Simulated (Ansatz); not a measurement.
# AlCl2F (SMILES [F][Al]([Cl])[Cl]): CCSDT/STO-3G

What is the electronic atomisation energy of AlCl2F at CCSDT/STO-3G? 

Program for the calculation: Ansatz 0.2.0.

61 further runs of the same task are left out: 5 that didn't finish, 56 set aside as unsound or not needed.

## (1) The molecule

The species is AlCl2F (4 atoms), meant as a singlet with charge 0. SMILES: `[F][Al]([Cl])[Cl]`. The coordinates come from a PBE0-D4/def2-TZVP relaxation.

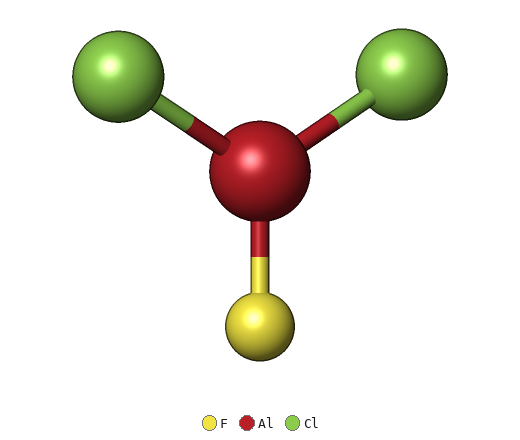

The structure, seen from a chosen angle (fluorine yellow, aluminium red, chlorine green).

## (2) The energy at CCSDT/STO-3G

The input, in.yaml:

```yaml
crystal:
  periodic: [false, false, false]
  atoms:
    - {symbol: F, position_ang: [0.087420, 0.388220, 1.682350]}
    - {symbol: Al, position_ang: [0.004800, 0.021530, 0.093600]}
    - {symbol: Cl, position_ang: [1.223040, -1.463690, -0.663450]}
    - {symbol: Cl, position_ang: [-1.315270, 1.053930, -1.112510]}
basis:
  gaussian:
    orbitals: STO-3G
correlation:
  method: ccsdt
  frozen_orbitals: {Al: 5, Cl: 5, F: 1}
accuracy: high
scf:
  omitted_lower_state_checks: [cluster_reference, increment]
```

On the command line:

```
$ ansatz run in.yaml --threads 1 --pin off --max-ram 3480MiB --events-out events.jsonl --progress --plain --runs-dir runs
```

Output, shortened:

```text
Warning: RAYON_NUM_THREADS=1 ignored (pool sized by the plan → 1); use --threads N
Functional definition: HF
  name "HF"
[...]
603 factors; integrals over basis functions are off by at most 2.8e-8 eV
[...]
mean field -33917.39838949 eV, -1246.4414007754 hartree, gradient 6.1e-8 eV, S^2 0.000000; 0 other end points of the search recorded, 0 dependent functions left out
16 core orbitals not correlated: weight in the atoms' cores, before any rotation towards them, 0.999 or more for the frozen orbitals, at most 0.000 for the correlated occupied ones
reference -33917.39838949 eV, -1246.4414007754 hartree; 12, 12 occupied and 4, 4 virtual orbitals, 603 factors
second order -1.29914723 eV of doubles, -0.00000000 eV of singles
cycle   1  -1.38504264 eV  change   -8.6e-2 eV  update   8.2e-2
[...]
cycle  23  -1.66488048 eV  change    1.8e-9 eV  update   1.9e-9
Total energy: -33919.06326997 eV, -1246.5025840044 hartree
Checks for a lower state left out: cluster_reference, increment
```

Wall time 0.7 s (1 thread of Arm Neoverse V1, shared host).

## (3) The Al atom, same level

The input, run.yaml:

```yaml
crystal:
  periodic: [false, false, false]
  atoms:
    - symbol: Al
      position_ang: [0.000000, 0.000000, 0.000000]
basis:
  gaussian:
    orbitals: STO-3G
magnetization:
  spin_polarized: true
  initial_magnetization: 1
correlation:
  method: ccsdt
  frozen_orbitals: {Al: 5}
accuracy: high
scf:
  omitted_lower_state_checks: [cluster_reference, increment]
```

On the command line:

```
$ ansatz run run.yaml --threads 1 --pin off --max-ram 3480MiB --events-out events.jsonl --progress --plain --runs-dir runs
```

Output, shortened:

```text
Warning: RAYON_NUM_THREADS=1 ignored (pool sized by the plan → 1); use --threads N
[... 2 set-up lines as earlier in the session ...]
[...]
42 factors; integrals over basis functions are off by at most 1.7e-9 eV
[...]
mean field -6499.66714747 eV, -238.8583620369 hartree, gradient 5.8e-9 eV, S^2 0.750003; 3 other end points of the search recorded, 0 dependent functions left out
5 core orbitals not correlated: weight in the atoms' cores, before any rotation towards them, 1.000 or more for the frozen orbitals, at most 0.000 for the correlated occupied ones
reference -6499.66714747 eV, -238.8583620369 hartree; 2, 1 occupied and 2, 3 virtual orbitals, 42 factors
second order -0.38566568 eV of doubles, 0.00000000 eV of singles
cycle   1  -0.56085133 eV  change   -1.8e-1 eV  update   4.8e-2
[...]
cycle  12  -0.69543954 eV  change  -9.3e-11 eV  update  1.6e-11
Total energy: -6500.36258701 eV, -238.8839189685 hartree
Checks for a lower state left out: cluster_reference, increment
```

Wall time 0.46 s (1 thread of Arm Neoverse V1, shared host).

## (4) The Cl atom

The input, job.yaml:

```yaml
crystal:
  periodic: [false, false, false]
  atoms:
    - symbol: Cl
      position_ang: [0.000000, 0.000000, 0.000000]
basis:
  gaussian:
    orbitals: STO-3G
accuracy: high
correlation:
  method: ccsdt
  frozen_orbitals: {Cl: 5}
scf:
  omitted_lower_state_checks: [cluster_reference, increment]
magnetization:
  spin_polarized: true
  initial_magnetization: 1
```

Run the same way, it converges to -454.54219 Eh (log not shown).

## (5) The F atom at the same level

The input, job.yaml:

```yaml
crystal:
  periodic: [false, false, false]
  atoms:
    - {symbol: F, position_ang: [0.000000, 0.000000, 0.000000]}
basis:
  gaussian:
    orbitals: STO-3G
magnetization:
  spin_polarized: true
  initial_magnetization: 1
correlation:
  method: ccsdt
  frozen_orbitals: {F: 1}
accuracy: high
scf:
  omitted_lower_state_checks: [cluster_reference, increment]
```

Run the same way, it converges to -97.98651 Eh (log not shown).

## (6) Outcome

Level: CCSDT/STO-3G, 16 core orbitals frozen.

| quantity | value |
| --- | --- |
| molecule: total energy | -1246.50258 Eh |
| molecule: correlation energy (16 core orbitals frozen) | -61.2 mEh |
| molecule: T1 diagnostic | 0.012 |
| Al atom: total energy | -238.88392 Eh |
| Al atom: correlation energy (5 core orbitals frozen) | -25.6 mEh |
| Al atom: ⟨S²⟩ of the reference determinant | 0.750 |
| Al atom: T1 diagnostic | 0.000 |
| Cl atom: total energy | -454.54219 Eh |
| Cl atom: correlation energy (5 core orbitals frozen) | 0.0 mEh |
| Cl atom: ⟨S²⟩ of the reference determinant | 0.750 |
| Cl atom: T1 diagnostic | 0.000 |
| F atom: total energy | -97.98651 Eh |
| F atom: correlation energy (1 core orbital frozen) | 0.0 mEh |
| F atom: ⟨S²⟩ of the reference determinant | 0.750 |
| F atom: T1 diagnostic | 0.000 |
| electronic atomisation energy | 14.906 eV |

What this shows: Taking the molecule apart into free atoms costs 14.91 eV (344 kcal/mol), before zero-point energy and without spin-orbit coupling. In a minimal basis such a difference can be off by several eV, whatever the method.
